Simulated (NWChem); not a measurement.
**AlSiH5O2 (SMILES O[SiH2][O][AlH2]): levels of theory compared**

Aim: a comparison of 4 runs (HF/STO-3G, HF/3-21G, B3LYP/6-31G*) of AlSiH5O2. 

The results are computed with NWChem 7.3.0.

## 1. The structure to begin with

The species is AlSiH5O2 (9 atoms), meant as a singlet with charge 0. SMILES: `O[SiH2][O][AlH2]`. The coordinates come from a PBE0-D4/def2-TZVP relaxation. This is one conformer, not always the lowest.

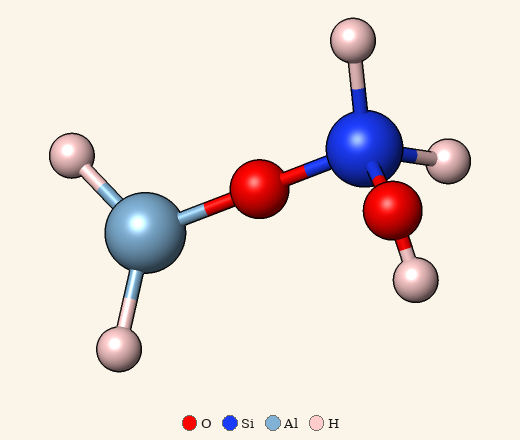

Viewed from a chosen angle; oxygen red, silicon blue, aluminium light blue, hydrogen pink.

## 2. Energy and forces at HF/STO-3G (run 1)

The input, work.nw:

```
start work
memory 2200 mb
geometry units angstrom noautosym nocenter noautoz
   O     -0.795100     1.829400    -0.898200
   Si     0.173000     1.196700     0.266900
   O      0.250800    -0.418900     0.197700
   Al     0.325700    -2.080500    -0.060600
   H     -1.740800     1.705800    -0.810900
   H      1.506100     1.782800     0.005000
   H     -0.337300     1.564900     1.614200
   H     -0.959500    -2.795700    -0.636800
   H      1.665600    -2.830600     0.305400
end
basis spherical bse
   * library STO-3G
end
scf
   thresh 1e-08
   maxiter 80
end
task scf gradient
```

Run with:

```sh
nwchem work.nw > work.out
```

Standard output:

```text
[...]
  functions       =    33
[...]
  wavefunction    = RHF
[...]
         Total SCF energy =   -675.266298691756
      One-electron energy =  -1360.779395785029
      Two-electron energy =    476.106694934767
 Nuclear repulsion energy =    209.406402158506
        Time for solution =      1.2s
[...]
                         RHF ENERGY GRADIENTS
    atom               coordinates                        gradient
                 x          y          z           x          y          z
   1 O      -1.502521   3.457065  -1.697352   -0.024486  -0.015262   0.023746
   2 Si      0.326923   2.261435   0.504368   -0.017548   0.013971  -0.031462
   3 O       0.473943  -0.791606   0.373599   -0.000126   0.033682   0.007340
   4 Al      0.615484  -3.931575  -0.114517    0.001107  -0.013276  -0.000760
   5 H      -3.289635   3.223495  -1.532379    0.024933   0.009835  -0.012397
   6 H       2.846116   3.369003   0.009449    0.026459   0.008948  -0.006574
   7 H      -0.637405   2.957232   3.050396   -0.011903   0.004208   0.026456
   8 H      -1.813192  -5.283107  -1.203378   -0.037575  -0.020496  -0.016895
   9 H       3.147528  -5.349058   0.577122    0.039141  -0.021609   0.010545
[...]
```

Wall time 2.2 s (1 thread of Intel Xeon 6975P-C (Granite Rapids), shared host); peak memory 0.097 GiB.

## 3. Energy and forces at HF/3-21G (run 2)

The input, run.py:

```python
from ase import Atoms
from ase.calculators.nwchem import NWChem

molecule = Atoms('OSiOAlHHHHH', positions=[
    [-0.795100, 1.829400, -0.898200],
    [0.173000, 1.196700, 0.266900],
    [0.250800, -0.418900, 0.197700],
    [0.325700, -2.080500, -0.060600],
    [-1.740800, 1.705800, -0.810900],
    [1.506100, 1.782800, 0.005000],
    [-0.337300, 1.564900, 1.614200],
    [-0.959500, -2.795700, -0.636800],
    [1.665600, -2.830600, 0.305400],
])

calc = NWChem(
    label='mol',
    theory='scf',
    memory='2200 mb',
    basis='3-21G',
    basispar='spherical bse',
    scf={'nopen': '0', 'rhf': None, 'thresh': '1e-08', 'maxiter': '80'},
)
molecule.calc = calc

forces = molecule.get_forces()
print("Total energy (eV):", round(molecule.get_potential_energy(), 6))
print("forces (eV/A):")
for s, f in zip(molecule.symbols, forces):
    print(f"{s:2s} {f[0]:10.5f} {f[1]:10.5f} {f[2]:10.5f}")
print("dipole (e A):", molecule.get_dipole_moment().round(4))
```

Run with:

```sh
export ASE_NWCHEM_COMMAND="nwchem PREFIX.nwi > PREFIX.nwo"
python run.py
```

Standard output:

```text
Total energy (eV): -18501.714753
forces (eV/A):
O    -0.76897    0.22225   -0.38695
Si    1.31820    0.43976    0.89207
O    -0.05081   -1.04078   -0.18754
Al    0.00761    0.40510    0.11904
H    -0.44614    0.20538   -0.45596
H    -0.08695    0.00735    0.11930
H     0.02093    0.08428   -0.04525
H    -0.14614   -0.15761   -0.08207
H     0.15226   -0.16578    0.02736
dipole (e A): [-0.2634 -0.2294  0.1786]
```

The calculator wrote mol.nwi:

```
title "mol"

permanent_dir mol

scratch_dir mol

start mol

geometry units angstrom nocenter noautosym noautoz
  O  -7.9510000000000003e-01 1.8293999999999999e+00 -8.9820000000000000e-01
  Si 1.7299999999999999e-01 1.1967000000000001e+00 2.6690000000000003e-01
  O  2.5080000000000002e-01 -4.1889999999999999e-01 1.9769999999999999e-01
  Al 3.2569999999999999e-01 -2.0804999999999998e+00 -6.0600000000000001e-02
  H  -1.7407999999999999e+00 1.7058000000000000e+00 -8.1089999999999995e-01
  H  1.5061000000000000e+00 1.7827999999999999e+00 5.0000000000000001e-03
  H  -3.3729999999999999e-01 1.5649000000000000e+00 1.6142000000000001e+00
  H  -9.5950000000000002e-01 -2.7957000000000001e+00 -6.3680000000000003e-01
  H  1.6656000000000000e+00 -2.8306000000000000e+00 3.0540000000000000e-01
end

memory 2200 mb

basis spherical bse noprint
   * library 3-21G
end

scf
  nopen 0
  rhf
  thresh 1e-08
  maxiter 80
end

task scf gradient
```

mol.nwo:

```text
Northwest Computational Chemistry Package (NWChem) 7.3.0
             --------------------------------------------------------

           Job information
           ---------------

    nwchem branch   = 7.3.0
    use scalapack   = T
    input           = mol.nwi
    prefix          = mol.
    data base       = mol/mol.db
    status          = startup
    nproc           =        1

           Memory information
           ------------------

    heap     =     72089594 doubles =      550.0 Mbytes
    stack    =     72089599 doubles =      550.0 Mbytes
    global   =    144179200 doubles =     1100.0 Mbytes (distinct from heap & stack)
    total    =    288358393 doubles =     2200.0 Mbytes
    verify   = yes
    hardfail = no

[... 135 lines left out ...]
 Convergence threshold     :          1.000E-08
[... 12 lines left out ...]
       Final RHF  results
[... 3 lines left out ...]
      One-electron energy =  -1361.208994062304
[... 1 line left out ...]
 Nuclear repulsion energy =    209.406402158505
[... 42 lines left out ...]
                       ROHF Final Molecular Orbital Analysis
[... 255 lines left out ...]
                         RHF ENERGY GRADIENTS

    atom               coordinates                        gradient
                 x          y          z           x          y          z
   1 O      -1.502521   3.457065  -1.697352    0.014954  -0.004322   0.007525
   2 Si      0.326923   2.261435   0.504368   -0.025635  -0.008552  -0.017348
   3 O       0.473943  -0.791606   0.373599    0.000988   0.020240   0.003647
[... 5 lines of this table left out ...]
   9 H       3.147528  -5.349058   0.577122   -0.002961   0.003224  -0.000532

                 ----------------------------------------
                 |  Time  |  1-e(secs)   |  2-e(secs)   |
                 ----------------------------------------
                 |  CPU   |       0.00   |       0.46   |
                 ----------------------------------------
                 |  WALL  |       0.00   |       0.46   |
                 ----------------------------------------

 Task  times  cpu:        1.9s     wall:        1.9s
 Total times  cpu:        1.9s     wall:        1.9s
```

It took 2.8 s on 1 thread of Intel Xeon 6975P-C (Granite Rapids), shared host; peak memory 0.096 GiB.

Run 3 isn't shown in full; the table further down has it.

## 4. Energy and gradient at B3LYP/6-31G(d) (Cartesian functions) (run 4)

The input, nw.nw:

```
start nw
title "AlH5O2Si"
memory 2200 mb
geometry noautosym nocenter noautoz
O     -0.795100     1.829400    -0.898200
Si     0.173000     1.196700     0.266900
O      0.250800    -0.418900     0.197700
Al     0.325700    -2.080500    -0.060600
H     -1.740800     1.705800    -0.810900
H      1.506100     1.782800     0.005000
H     -0.337300     1.564900     1.614200
H     -0.959500    -2.795700    -0.636800
H      1.665600    -2.830600     0.305400
end
basis
O library 6-31G*
Si library 6-31G*
Al library 6-31G*
H library 6-31G*
end
dft
xc b3lyp
grid xfine
convergence energy 1e-08
iterations 100
mulliken
noprint "final vectors analysis"
end
task dft gradient
```

Run with:

```sh
nwchem nw.nw > nw.out
```

Standard output:

```text
[...]
          Wavefunction type:  closed shell.
          No. of atoms     :     9
          No. of electrons :    48
[...]
          Charge           :     0
          Spin multiplicity:     1
[...]
          AO basis - number of functions:    78
[...]
              XC Information
              --------------
                         B3LYP Method XC Potential
                     Hartree-Fock (Exact) Exchange  0.200
                        Slater Exchange Functional  0.800 local
                    Becke 1988 Exchange Functional  0.720 non-local
              Lee-Yang-Parr Correlation Functional  0.810
                  VWN I RPA Correlation Functional  0.190 local
[...]
 d= 0,ls=0.0,diis     1   -685.3969106517 -8.95D+02  1.96D-02  1.05D+00     2.8
[...]
 d= 0,ls=0.0,diis    10   -685.5008395556 -1.99D-09  1.69D-07  3.87D-10    24.4
         Total DFT energy =     -685.500839555576
      One electron energy =    -1366.027186083166
           Coulomb energy =      529.929098228250
    Exchange-Corr. energy =      -58.809153859165
 Nuclear repulsion energy =      209.406402158506
[...]
  wavefunction    = closed shell
                         DFT ENERGY GRADIENTS
    atom               coordinates                        gradient
                 x          y          z           x          y          z
   1 O      -1.502521   3.457065  -1.697352   -0.002311  -0.006654   0.009457
   2 Si      0.326923   2.261435   0.504368   -0.004819  -0.008836  -0.007136
   3 O       0.473943  -0.791606   0.373599   -0.000414   0.002310  -0.001831
   4 Al      0.615484  -3.931575  -0.114517   -0.000573   0.010895   0.001709
   5 H      -3.289635   3.223495  -1.532379    0.008540   0.001505  -0.001091
   6 H       2.846116   3.369003   0.009449   -0.000174  -0.000525  -0.000169
   7 H      -0.637405   2.957232   3.050396   -0.000265  -0.000329  -0.001156
   8 H      -1.813192  -5.283107  -1.203378    0.000817   0.000806   0.000426
   9 H       3.147528  -5.349058   0.577122   -0.000800   0.000828  -0.000208
[...]
```

Run time: 31 s. Hardware: 1 thread of Intel Xeon 6975P-C (Granite Rapids), shared host; peak memory 0.15 GiB.

## 5. The series

| run | level | iteration cap | module | energy (Eh) | dipole moment (D) | HOMO energy (eV) | LUMO energy (eV) | wall time |
| --- | --- | --- | --- | --- | --- | --- | --- | --- |
| 1 | HF/STO-3G | 80 | scf | -675.266299 | 1.37 | -7.69 | 9.47 | 2.2 s |
| 2 | HF/3-21G | 80 | scf | -679.925482 | 1.88 | -11.30 | 1.62 | 2.8 s |
| 3 | B3LYP/6-31G* (spherical functions) | 100 | dft | -685.494965 | 1.54 | -7.97 | -1.27 | 30 s |
| 4 | B3LYP/6-31G* (Cartesian functions) | 100 | dft | -685.500840 | 1.54 | – | – | 31 s |

## 6. Results

| quantity | value |
| --- | --- |
| run 4: total energy | -685.50084 Eh |
| run 4: dipole moment | 1.54 D |
| run 4: largest force on an atom | 0.634 eV/Å |

The dipole moment (its size) runs from 1.37 D (HF/STO-3G) to 1.88 D (HF/3-21G). Over runs 1, 2, 3 the HOMO–LUMO gap runs from 6.71 eV (B3LYP/6-31G*) to 17.16 eV (HF/STO-3G). The two ends differ in method and basis. In run 1 the basis is minimal, so the values are rough. All runs together took 66 s, the longest 31 s.
